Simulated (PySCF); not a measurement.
# Run report: GeSi3H10, excited-state calculation

- system: GeSi3H10 (n-SiGeSiSiH10)
- method: TDDFT CAM-B3LYP/def2-SVPD, vertical, gas phase, core orbitals frozen in the response (PySCF 2.14.0)

The geometry comes from this level: PBE0-D3(BJ)/def2-SVP.

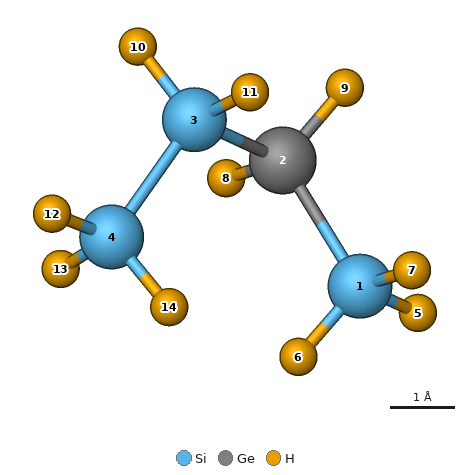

Fig. 1: The input geometry (ball-and-stick view, seen at a tilt; atoms are numbered from 1 in the order of the input). Sticks mark near contacts.

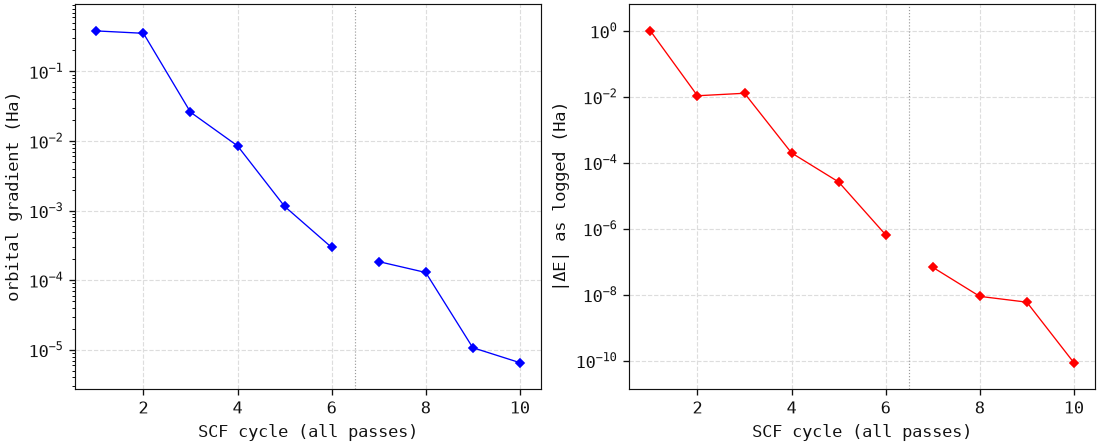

Fig. 2: Convergence of the self-consistent field: orbital gradient and size of the energy change against the SCF cycle. The dotted line marks the change from a coarse to the final integration grid. The first 6 cycles use a coarse grid, the final grid takes over at cycle 7, and the field converges after 10 cycles in all.

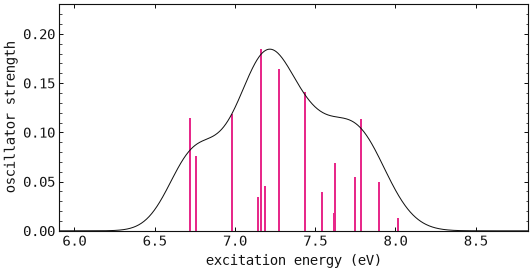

Fig. 3: Computed excitations as sticks (degenerate states added up, dark ones marked on the axis), with a Gaussian envelope of 0.35 eV full width at half maximum, scaled to the tallest. Of the 15 states the lowest lies at 6.72 eV (f = 0.114); the strongest line is at 7.16 eV, or 173 nm (f = 0.185).

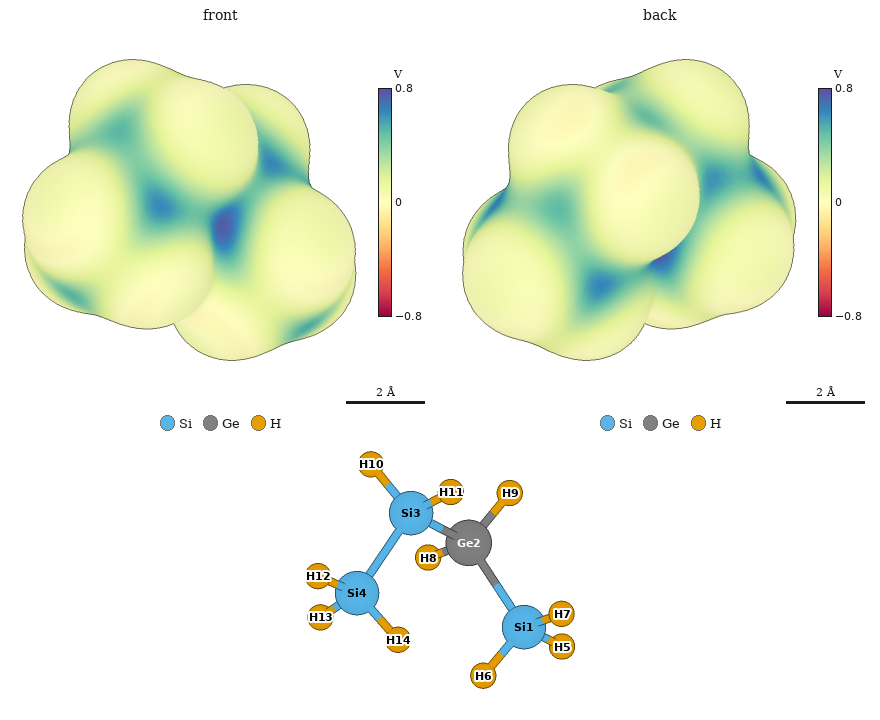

Fig. 4: The molecular electrostatic potential painted on the density surface at 0.001 e/bohr³, seen at a tilt and from behind; the colour scale runs from red (negative) to blue (positive). The bare structure is drawn below in the same view. A positive charge is drawn to the negative regions and a negative charge to the positive ones. Its dipole moment is 0.08 D.

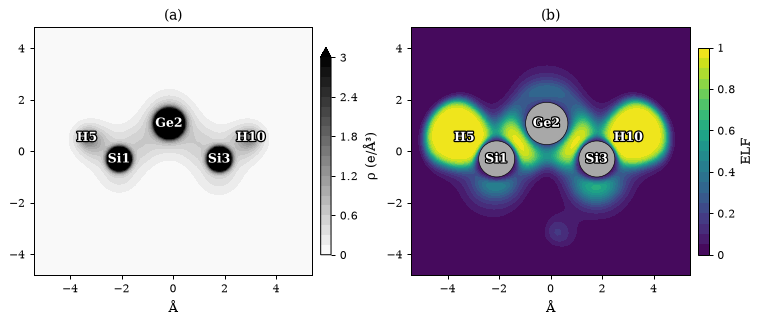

Fig. 5: (a) total electron density; (b) electron localisation function on the plane of atoms Si1, Ge2 and Si3. Grey discs, where drawn, cover atomic cores. Si–Ge (2.38 Å): ρ at the midpoint is about 0.61 e/Å³; the ELF peaks at about 0.95 between the atoms (a covalent bond). Si–H (1.49 Å): ρ is about 0.76 e/Å³ halfway; the ELF climbs to about 1 towards the hydrogen, as it does in any bond to H.

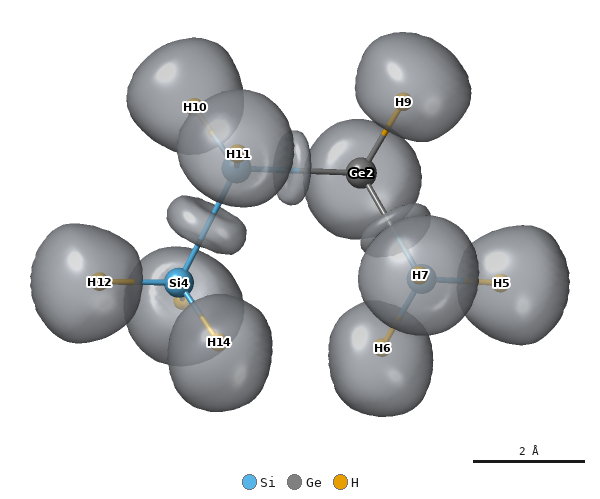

Fig. 6: Isosurface of the electron localisation function at 0.85 (grey), seen face on. Core shells and regions of very low density are left out. Along the contacts the grid gives the following.

The input that produced these results follows, with the program's output.

Input:
```
{"job": {"kind": "uv", "xc": "CAM-B3LYP", "basis": "def2-SVPD", "ip": false, "nstates": 15}, "charge": 0, "multiplicity": 1}
Si     2.110213     1.014422    -0.364230
Ge    -0.196435     1.433396    -0.785610
Si    -1.523568     0.081897     0.663633
Si    -0.840598    -2.153224     0.475726
H      2.981458     1.866117    -1.229959
H      2.409962    -0.424668    -0.638647
H      2.419999     1.300455     1.070110
H     -0.525954     1.079618    -2.250748
H     -0.517195     2.927416    -0.575719
H     -2.975673     0.208054     0.321948
H     -1.323659     0.544263     2.073821
H     -1.684258    -3.053840     1.320002
H     -0.939329    -2.593769    -0.950186
H      0.585616    -2.273936     0.913071
```

The first line tells a small driver script what to run in PySCF; the rest is the geometry in Å.

Run as:
```bash
OMP_NUM_THREADS=1 python <driver script> task.json out
```

The program's output:
```
coarse grid: 51376 points
cycle   1  E = -2951.0505474534  dE = -9.886e-01  |g| = 3.815e-01  |ddm| = 3.728e+00
cycle   2  E = -2951.0612522997  dE = -1.070e-02  |g| = 3.525e-01  |ddm| = 6.491e-01
cycle   3  E = -2951.0739753910  dE = -1.272e-02  |g| = 2.594e-02  |ddm| = 2.971e-01
cycle   4  E = -2951.0741726192  dE = -1.972e-04  |g| = 8.516e-03  |ddm| = 8.214e-02
cycle   5  E = -2951.0741986797  dE = -2.606e-05  |g| = 1.150e-03  |ddm| = 1.979e-02
cycle   6  E = -2951.0741993300  dE = -6.504e-07  |g| = 2.957e-04  |ddm| = 3.119e-03
final grid: 102536 points
cycle   7  E = -2951.0741459232  dE = -6.747e-08  |g| = 1.850e-04  |ddm| = 2.577e-03
cycle   8  E = -2951.0741459320  dE = -8.845e-09  |g| = 1.290e-04  |ddm| = 6.010e-04
cycle   9  E = -2951.0741459379  dE = -5.896e-09  |g| = 1.072e-05  |ddm| = 2.070e-04
cycle  10  E = -2951.0741459380  dE = -8.640e-11  |g| = 6.532e-06  |ddm| = 4.008e-05
converged SCF energy = -2951.0741459380

Static polarisability (au): isotropic 126.198, principal 105.962 127.163 145.469

Singlet excitations
state   eV       nm        f      main configurations
  1   6.7189    184.5   0.11426   H->L 0.68, H->L+1 0.14, H->L+4 0.08
  2   6.7545    183.6   0.07581   H->L+3 0.39, H->L+1 0.25, H->L+2 0.17
  3   6.9795    177.6   0.11901   H->L+4 0.22, H->L 0.19, H-1->L 0.18
  4   7.1412    173.6   0.03431   H-1->L 0.45, H->L+4 0.31
  5   7.1642    173.1   0.18453   H->L+1 0.27, H->L+3 0.22, H-1->L 0.17
  6   7.1858    172.5   0.04550   H->L+2 0.39, H-1->L+1 0.22, H->L+4 0.09
  7   7.2735    170.5   0.16413   H-1->L+1 0.39, H->L+2 0.22, H-1->L+2 0.13
  8   7.4341    166.8   0.14111   H->L+5 0.51, H-1->L+2 0.17
  9   7.5432    164.4   0.03931   H-1->L+2 0.21, H-1->L+4 0.13, H-1->L+3 0.13
 10   7.6140    162.8   0.01812   H-1->L+3 0.23, H-1->L+4 0.20, H-1->L+2 0.12
 11   7.6252    162.6   0.06938   H-1->L+3 0.27, H->L+7 0.18, H-1->L+4 0.17
 12   7.7494    160.0   0.05506   H->L+6 0.35, H-1->L+5 0.27
 13   7.7852    159.3   0.11361   H-2->L 0.58, H-2->L+1 0.09
 14   7.8997    156.9   0.04994   H-2->L+1 0.47, H-1->L+6 0.13, H-2->L+2 0.11
 15   8.0144    154.7   0.01257   H->L+7 0.30, H-2->L+3 0.20, H-1->L+4 0.13

Triplet excitations (Tamm-Dancoff, eV): 5.9542 6.0499 6.3639 6.4710
```

Key numbers:

- outcome: converged
- total energy: −2951.074146 hartree
- HOMO: −9.00 eV
- LUMO: 0.59 eV
- dipole moment: 0.08 D
- mean polarisability: 126.20 a.u.
- lowest singlet excitation: 6.72 eV
- hardware: 1 CPU thread, shared host
- wall time: 1.9 min
- peak memory: 0.92 GiB

Notes:

Spin–orbit coupling is left out, which matters for the heavy atoms.
